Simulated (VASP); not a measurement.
Band structure of SiSn (relaxed from the PtS structure, space group P4_2/mmc). All values below come from PBEsol GGA, VASP's PBE PAW potentials (set 64) (plane waves; VASP).

Unless said otherwise, spin-orbit coupling is left out, though it shifts the bands of the heavy elements here.

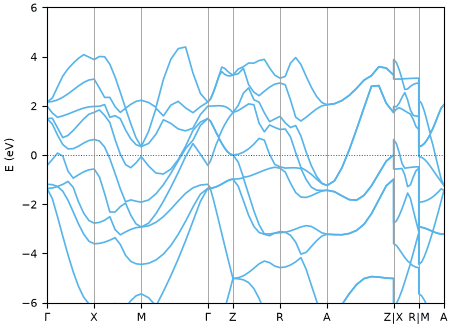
Bands along high-symmetry lines, zero at the valence-band maximum or, without a gap, the Fermi level

**Question.** Read the plot: is there a gap, and where are the band edges?

**Answer.** It has no gap at this level: it comes out as a metal or semimetal. (Edges off the drawn lines would not show.)

The structure was generated: SiSn was put into the PtS type (P4_2/mmc), which need not be its known phase. It was relaxed first.
